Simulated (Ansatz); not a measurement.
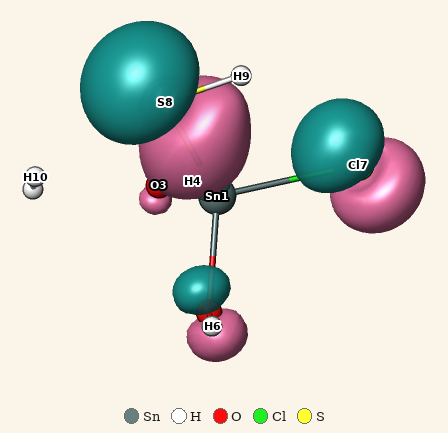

Figure 1: ClH3O2SSn···H2. The HOMO−1 at ±0.15 Å⁻³ᐟ² (teal and pink are the two phases), seen from one side.

Core potentials replace the inner electrons of Sn; not at a stationary point (largest force 1.5 eV/Å).

All numbers below come from RHF/def2-SVP in Ansatz 0.2.0.

Input file:

```
crystal:
  periodic: [false, false, false]
  atoms:
    - { symbol: Sn, position_ang: [0.0, 0.0, 0.0] }
    - { symbol: H, position_ang: [0.0, 0.0, 2.09] }
    - { symbol: O, position_ang: [1.8483, 0.0, -0.6527] }
    - { symbol: H, position_ang: [2.1646, -0.9521, -0.7693] }
    - { symbol: O, position_ang: [-0.9232, 1.5994, -0.6527] }
    - { symbol: H, position_ang: [-1.881, 1.3686, -0.8751] }
    - { symbol: Cl, position_ang: [-1.1351, -1.9666, -0.8025] }
    - { symbol: S, position_ang: [-2.5585, -0.4641, 0.864] }
    - { symbol: H, position_ang: [-3.1711, -1.4043, 0.0269] }
    - { symbol: H, position_ang: [-1.0148, -0.1841, 2.1012] }
basis:
  gaussian: { orbitals: def2-SVP }
hamiltonian:
  xc: hf
relax:
  f_tol: 0.15
  max_steps: 25
  restrain:
    - { distance: [0, 7], at: 2.44, k: 30.0 }
    - { distance: [9, 1], at: 0.66, k: 30.0 }
    - { distance: [0, 1], at: 2.94, k: 30.0 }
    - { distance: [9, 7], at: 2.6, k: 30.0 }
output:
  orbitals: {}
```

Launched as:

```sh
ansatz run input.yaml --threads 2 --pin off --max-ram 3072MiB --backend cpu --events-out ev --progress --plain --runs-dir out
```

The fields are those of the run's last geometry, not of the input's.

What is the character of this orbital?

Answer. By Hirshfeld shares it lies mainly on S8 (about 50 %), Cl7 (about 25 %), Sn1 (about 15 %) and O5 (about 5 %); largely a combination of lone pairs on S8, Cl7 and O5. Its energy is −11.97 eV.
